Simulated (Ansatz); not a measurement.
CuI (zinc blende), energy against volume

CuI (zinc blende)

```cif
data_CuI
_chemical_formula_sum 'I1 Cu1'
_space_group_name_H-M_alt 'P 1'
_space_group_IT_number 1
_cell_length_a 4.29766
_cell_length_b 4.29766
_cell_length_c 4.29766
_cell_angle_alpha 60.000
_cell_angle_beta 60.000
_cell_angle_gamma 60.000
loop_
_space_group_symop_operation_xyz
  'x, y, z'
loop_
_atom_site_label
_atom_site_type_symbol
_atom_site_fract_x
_atom_site_fract_y
_atom_site_fract_z
_atom_site_occupancy
I1 I 0.75000 0.75000 0.75000 1
Cu1 Cu 0.00000 0.00000 0.00000 1
```

Equation-of-state scan: isotropic scaling of the cell above, V₀ being its volume. Symmetry pins the atoms to their sites.

All values below come from PBE (plane waves to 420 eV, PAW, scalar-relativistic; Ansatz, a quantum-chemistry and plane-wave program). k mesh 9×9×9 (Γ-centred), Fermi-Dirac smearing 0.05 eV. E stands for the smeared free energy. Compression counts positive. CuI is run without spin polarisation. CuI was relaxed with its symmetry unable to fall. Spin-orbit coupling is left out, though I is heavy. The PAW data are Ansatz's earlier set. ΔE is measured from the relaxed starting cell.

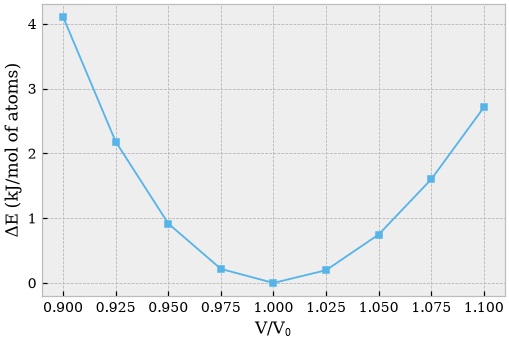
*ΔE (kJ/mol of atoms) against V/V₀; one marker a computed point.*

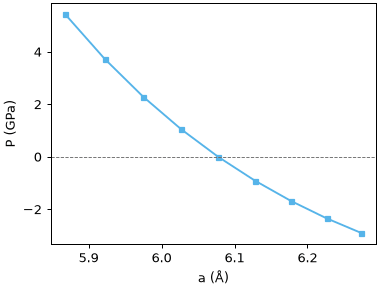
Fig. 1. P (GPa) against a (Å); one marker a computed point.

The equilibrium volume of the fit is 28.06 Å³/atom, the bulk modulus B₀ (third-order Birch-Murnaghan fit) comes out as 39.1 GPa and the energy cost of the largest expansion is 28.1 meV/atom. The pressure at the smallest volume is 5.42 GPa and the pressure derivative B₀′ (fit) is 5.2.

Check by three points about V = 28.064 Å³/atom, step 0.702: d²E/dV² ≈ (2.2 − 2·0.0 + 2.0) meV / 0.702² = 0.00853 eV/Å⁶, and V·d²E/dV² × 160.2 = 38.4 GPa.

(Under strain, the slope of the energy per volume gives the stress and its curvature an elastic modulus.)
